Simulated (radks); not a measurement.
The Lu³⁺ ion in the configuration [Xe] 4f14. The calculation used the in-house radial solver radks at this level: Dirac Kohn-Sham, Slater X-alpha with alpha = 1.021, spin-unpolarised, spherical densities, finite nucleus.

```
Z 71
configuration [Xe] 4f14
relativity Dirac
functional xalpha 1.021
spin unpolarised
j_filling energy
nucleus finite rms 5.37 fm
c 137.035999084
```

Wanted: the number of electrons inside radius r (solid) and the radial density 4πr²ρ (dashed).

The count levels off at 68 electrons. Half of them lie within 0.380 bohr, 90 % within 1.11 bohr and 99 % within 1.98 bohr. The radial density has minima at 0.0257, 0.107 and 0.312 bohr, where the count stands at 2.0, 11.1 and 29.8; these part the shells that the density resolves.

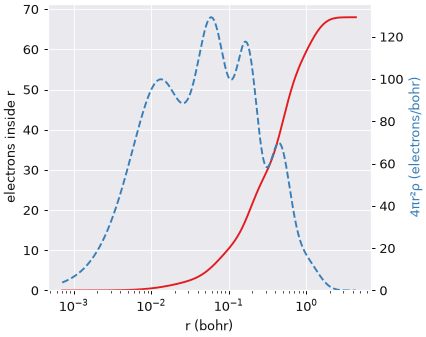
